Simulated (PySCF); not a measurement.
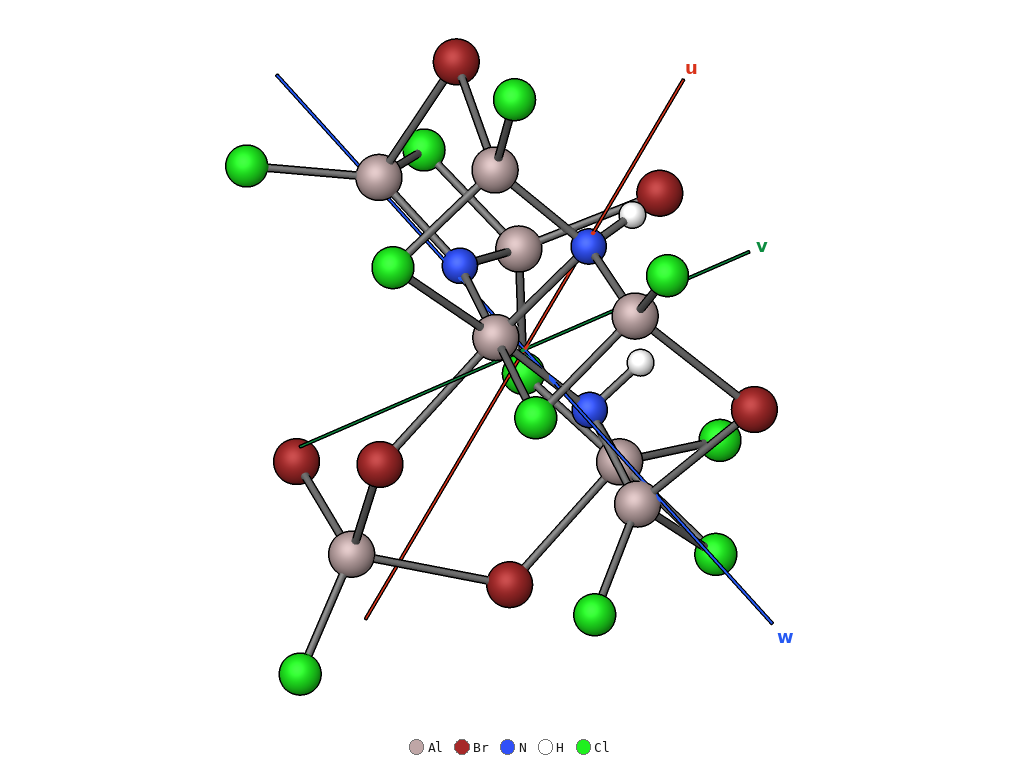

The lines u, v and w are the principal axes of the static dipole polarisability. The computed structure is the end point of a GFN2-xTB optimisation. No frequency run is at hand to confirm it as a minimum. Computed with CAM-B3LYP/def2-SVP (PySCF 2.14.0).

Along which axis is the molecule most polarisable, and along which least?

Answer. Most along u, least along v.

Give the three principal values.

Answer. u 370.2, v 312.3, w 343.2 bohr³; mean 341.9, anisotropy 50.2 bohr³.

The geometry is semi-empirical. Around Al, Br such bond lengths and angles can be off by a tenth of an ångström or more and by several degrees, and values that hang on the shape move with them.
